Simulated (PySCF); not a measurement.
## Electronic structure of C₅H₈ClSi (doublet) in real space

```xyz
15

C    -2.5404   -0.0026    0.0510
C    -1.2229    0.0427   -0.0559
C    -0.1972   -0.1170    1.0411
C     1.0666    0.3274    0.2840
C     2.1878   -0.5653    0.3646
Cl    3.7148   -0.0511   -0.2176
Si    0.0186    0.3947   -1.4320
H    -3.0315   -0.1886    0.9951
H    -3.1856    0.1393   -0.8003
H    -0.4048    0.4897    1.9229
H    -0.1199   -1.1573    1.3609
H     1.3599    1.3474    0.5336
H     2.0619   -1.6348    0.3810
H     0.3419   -0.7013   -2.3397
H    -0.0534    1.6850   -2.1106
```

Geometry: GFN2-xTB.

The calculation used PySCF 2.14.0, density-fitted response routines, UKS B3LYP, pcH-1 on C Cl H Si, non-relativistic, mean-field spin-orbit, GIAO.

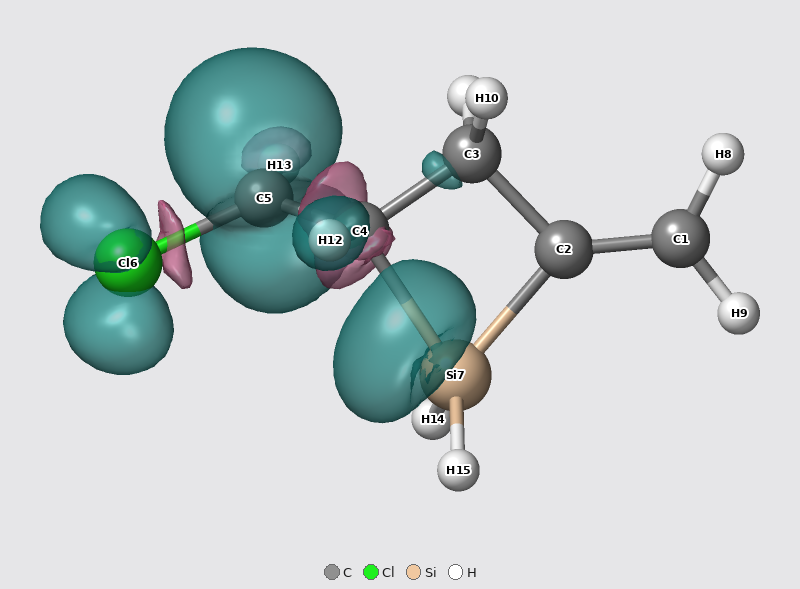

Figure 1. Isosurfaces of the spin density (α minus β) at +0.015 (teal) and −0.015 e/Å³ (pink), seen across its widest extent.

> Describe the spin distribution.

The unpaired spin (1 electron) lies mostly on C5 (about 0.6), Cl6 (about 0.1) and Si7 (about 0.1), in electrons by Hirshfeld's partition.

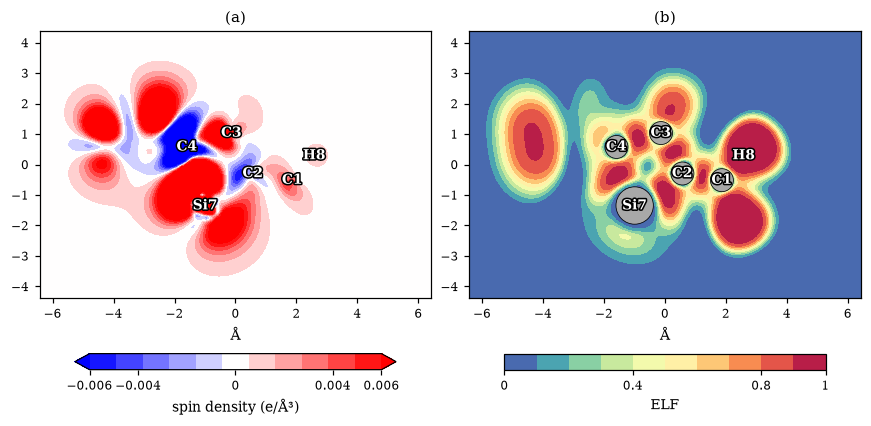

Figure 2. (a) spin density; (b) electron localisation function on the plane of atoms C2, Si7 and C4. Grey discs cover the atomic cores in the ELF map.

> What does the map show?

Atoms in the plane: C, Si and H.
C–C (1.32 Å): the ELF peaks at about 0.90 between the atoms; a short, multiple covalent bond.
C–Si (1.89 Å): the ELF peaks at about 0.95 between the atoms: a shared electron pair.
C–H (1.08 Å): the ELF climbs to about 1 towards the hydrogen, as it does in any bond to H (an ordinary covalent bond to hydrogen).
C–C (1.51 Å): the ELF peaks at about 0.95 between the atoms, as expected for a covalent bond.
C–Si (2.01 Å): the ELF peaks at about 0.95 between the atoms (localised, covalent bonding).
The ELF also peaks beside Cl6, away from the bonds: non-bonding electrons, paired or unpaired.

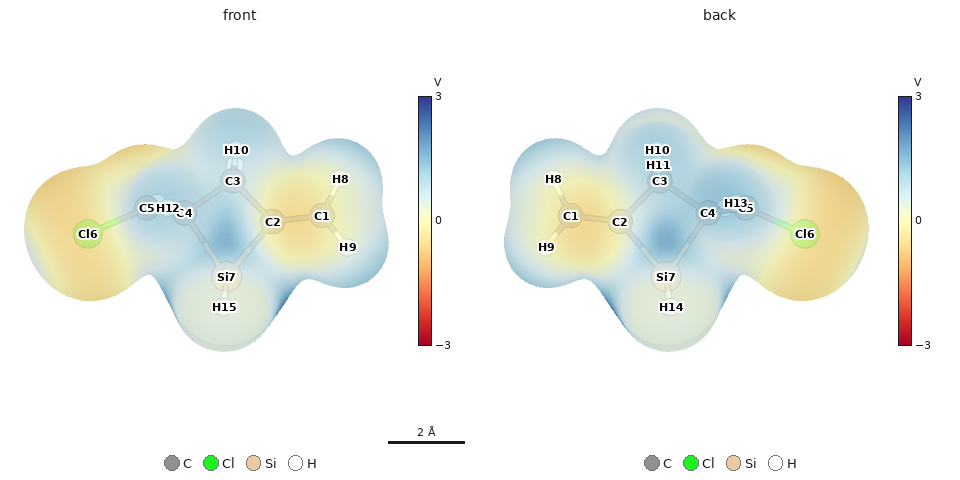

Figure 3. The electrostatic potential painted on the density surface at 0.004 e/bohr³, seen from the front and from behind; the colour scale runs from red (negative) to blue (positive).

> Which sites attract a positive test charge, and which a negative one?

A positive charge is drawn to the negative regions and a negative charge to the positive ones. The most negative region (about −0.6 V) lies over Cl6, the most positive (about +2.3 V) over Si7. Cl6 shows a σ-hole: about +0.6 V at the tip opposite its bond, against about −0.5 V on its flanks.
